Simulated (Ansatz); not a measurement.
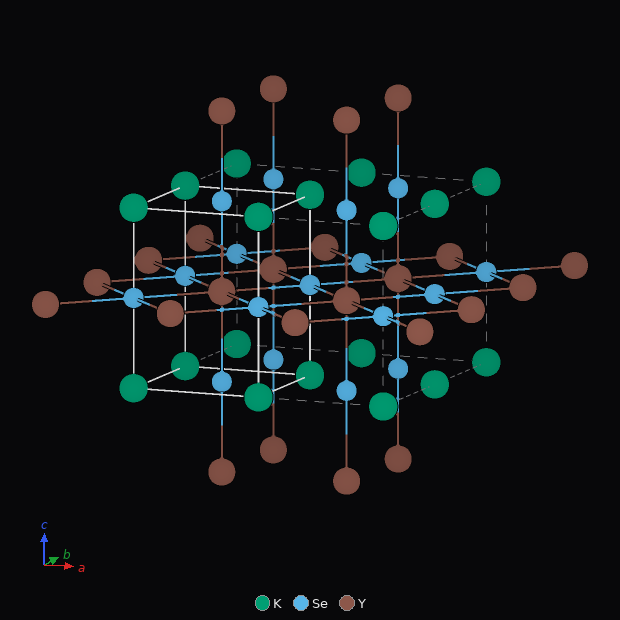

KYSe2 (space group P4/mmm, No. 123). Coordinates: the input geometry of an electronic-structure calculation (not necessarily at equilibrium); the starting structure was generated, so it need not be a known form of this composition.

Bonds are taken as Se–Y below 3.4 Å; K is left out of the net, as the electropositive filling of the structure. The graph is simplified in the usual way: terminal and isolated atoms are pruned, two-connected atoms become edges.

**What kind of net remains, and which atoms are its nodes?**

A binodal (4,6)-connected, three-periodic net: Se(1b) is a 4-connected node; Y is a 6-connected node, in the ratio 1:1. Se(1c) becomes part of the edges.

**Is the net interpenetrated?**

It is a single net, without interpenetration.

**How many nodes does the smallest cycle have?**

Four.

**Give the first ten terms of the coordination sequence (nodes one, two, three … edges away).**

Se(1b): 4, 16, 38, 66, 102, 146, 198, 258, 326, 402; Y: 6, 18, 38, 66, 102, 146, 198, 258, 326, 402.

The simplified net, drawn on the atoms' positions. Nodes are coloured by topological kind. Short stubs are edges that leave the cut-out.

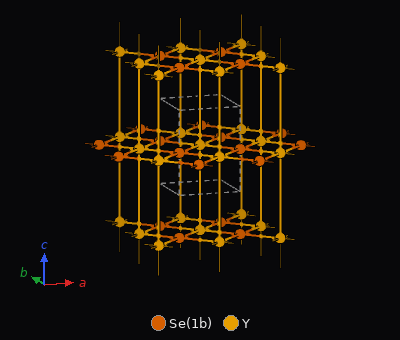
